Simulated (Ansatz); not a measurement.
## Two runs on AlN$_{3}$H$_{8}$

System: AlN$_{3}$H$_{8}$.
Method of run A: RKS B3LYP-D4/def2-TZVPP (Ansatz 0.2.0).

The geometry comes from this level: PBE0-D4/def2-TZVP. Text and figures count atoms from 1; the logs count them from 0 in places.

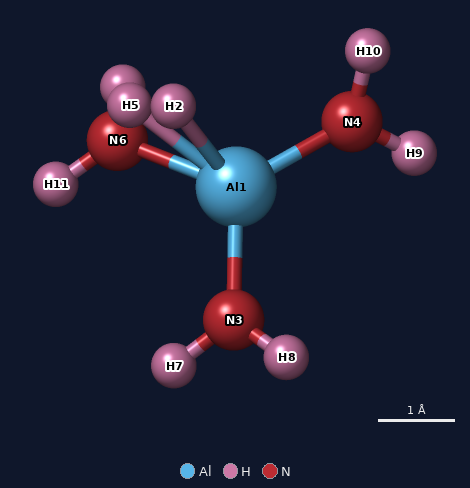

Figure 1. The structure (ball-and-stick view, seen at a tilt; atoms are numbered from 1 in the order of the input). Sticks mark near contacts.

**Input file, run A**
```yaml
crystal:
  periodic: [false, false, false]
  atoms:
    - {symbol: Al, position_ang: [-0.093042, 0.117881, 0.190963]}
    - {symbol: H, position_ang: [0.813601, -1.182474, 1.110906]}
    - {symbol: N, position_ang: [0.542100, 1.772173, 0.307423]}
    - {symbol: N, position_ang: [-1.790207, -0.251879, 0.562850]}
    - {symbol: H, position_ang: [0.990466, -1.333975, 0.114501]}
    - {symbol: N, position_ang: [0.769449, -0.893166, -1.165798]}
    - {symbol: H, position_ang: [1.338016, 2.125123, -0.197292]}
    - {symbol: H, position_ang: [0.277410, 2.427309, 1.024143]}
    - {symbol: H, position_ang: [-2.551584, 0.398056, 0.461288]}
    - {symbol: H, position_ang: [-2.110749, -1.093108, 1.012542]}
    - {symbol: H, position_ang: [1.584040, -0.569412, -1.669528]}
    - {symbol: H, position_ang: [0.230601, -1.516729, -1.751897]}
basis:
  gaussian: {orbitals: def2-TZVPP}
hamiltonian: {xc: {name: B3LYP}, dispersion: d4}
```

Launched with:
```bash
ansatz run in.yaml --threads 4 --pin off --events-out ev --progress --plain --max-ram 9574MiB
```

Hardware: 4 threads of Arm Neoverse V1, 23 GiB of memory available, shared host.

**Output (run A)**
```
Functional definition: B3LYP
  parameter a0 = 0.2
  parameter ax = 0.72
  parameter ac = 0.81
  exchange = (1 - a0 - ax)*slater_x + ax*b88_x + a0*exact_x
  correlation = (1 - ac)*vwn_rpa_c + ac*lyp_c
1230 factors; their error is unknown
mean field evaluation 1: about -11179.8089 eV, gradient 1.1e2 eV
mean field evaluation 2: about -11138.3108 eV, gradient 1.6e2 eV
mean field evaluation 4: about -11202.1667 eV, gradient 4.2e0 eV
mean field evaluation 8: about -11202.2144 eV, gradient 3.8e-1 eV
mean field evaluation 16: about -11202.2146 eV, gradient 2.6e-5 eV
mean field -11202.21458229 eV, -411.6737927654 hartree, gradient 2.6e-5 eV, S^2 0.000000; 0 other end points of the search recorded, 0 dependent functions left out
reference -11202.21485124 eV, -411.6738026493 hartree; 21, 21 occupied and 226, 226 virtual orbitals, 1230 factors
Total energy: -11202.53895673 eV, -411.6857133064 hartree
```

The input of run B differs as follows (lines with − go, lines with + come):
```diff
-    - {symbol: Al, position_ang: [-0.093042, 0.117881, 0.190963]}
-    - {symbol: H, position_ang: [0.813601, -1.182474, 1.110906]}
-    - {symbol: N, position_ang: [0.542100, 1.772173, 0.307423]}
-    - {symbol: N, position_ang: [-1.790207, -0.251879, 0.562850]}
-    - {symbol: H, position_ang: [0.990466, -1.333975, 0.114501]}
-    - {symbol: N, position_ang: [0.769449, -0.893166, -1.165798]}
-    - {symbol: H, position_ang: [1.338016, 2.125123, -0.197292]}
-    - {symbol: H, position_ang: [0.277410, 2.427309, 1.024143]}
-    - {symbol: H, position_ang: [-2.551584, 0.398056, 0.461288]}
-    - {symbol: H, position_ang: [-2.110749, -1.093108, 1.012542]}
-    - {symbol: H, position_ang: [1.584040, -0.569412, -1.669528]}
-    - {symbol: H, position_ang: [0.230601, -1.516729, -1.751897]}
+    - {symbol: Al, position_ang: [-0.313696, 0.519763, -0.243973]}
+    - {symbol: H, position_ang: [1.666196, -2.833755, 1.495626]}
+    - {symbol: N, position_ang: [0.286069, 2.170761, -0.024939]}
+    - {symbol: N, position_ang: [-1.896577, 0.051239, 0.394466]}
+    - {symbol: H, position_ang: [1.454222, -2.339466, 0.974567]}
+    - {symbol: N, position_ang: [0.677694, -0.678373, -1.094991]}
+    - {symbol: H, position_ang: [1.073108, 2.566974, -0.510069]}
+    - {symbol: H, position_ang: [-0.108218, 2.849053, 0.604521]}
+    - {symbol: H, position_ang: [-2.596831, 0.690556, 0.729907]}
+    - {symbol: H, position_ang: [-2.219384, -0.896492, 0.491520]}
+    - {symbol: H, position_ang: [1.642122, -0.551241, -1.351732]}
+    - {symbol: H, position_ang: [0.335392, -1.549219, -1.464804]}
```

Predict how the results change.

With the same method and basis, run B lies 23.3 kcal/mol lower.

**Output (run B)**
```
Functional definition: B3LYP
  parameter a0 = 0.2
  parameter ax = 0.72
  parameter ac = 0.81
  exchange = (1 - a0 - ax)*slater_x + ax*b88_x + a0*exact_x
  correlation = (1 - ac)*vwn_rpa_c + ac*lyp_c
1230 factors; their error is unknown
mean field evaluation 1: about -11179.8491 eV, gradient 1.1e2 eV
mean field evaluation 2: about -11142.5128 eV, gradient 1.6e2 eV
mean field evaluation 4: about -11203.2296 eV, gradient 2.8e0 eV
mean field evaluation 8: about -11203.2471 eV, gradient 3.5e-2 eV
mean field evaluation 16: about -11203.2609 eV, gradient 1.3e-5 eV
mean field -11203.26085278 eV, -411.7122424967 hartree, gradient 1.3e-5 eV, S^2 0.000000; 0 other end points of the search recorded, 0 dependent functions left out
reference -11203.26114612 eV, -411.7122532768 hartree; 21, 21 occupied and 226, 226 virtual orbitals, 1230 factors
Total energy: -11203.55115608 eV, -411.7229109462 hartree
```

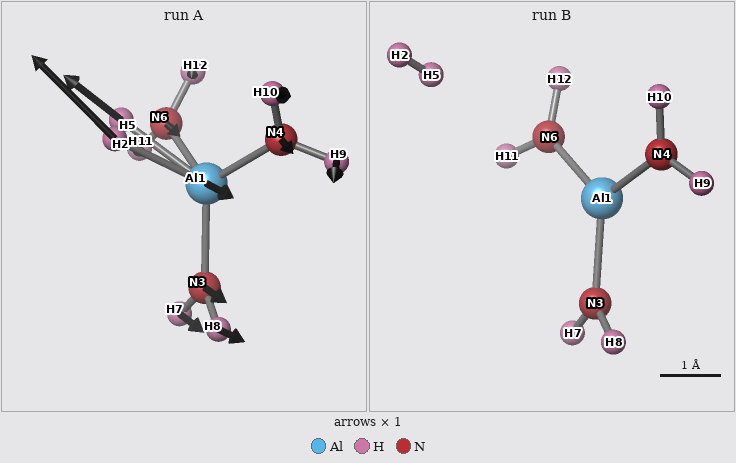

Figure 2. The two input geometries at one scale (ball-and-stick view, seen at a tilt). The black arrows on the first give the shifts of the atoms after the best rigid fit, at true length. The atom that moves furthest after the best rigid fit is H2 (1.98 Å). By element the largest moves are H 1.98 Å, Al 0.61 Å, N 0.48 Å. Among the contacts that change: Al1–H2 1.833 → 4.265 Å, Al1–H5 1.813 → 3.576 Å, H2–H5 1.023 → 0.749 Å, Al1–N6 1.899 → 1.773 Å.

**The two runs side by side**

| quantity | run A | run B |
| --- | --- | --- |
| outcome | converged | converged |
| total energy (hartree) | −411.685713 | −411.722911 |
| basis functions | 247 | 247 |
| wall time (shared host) | 2.3 s | 2.3 s |
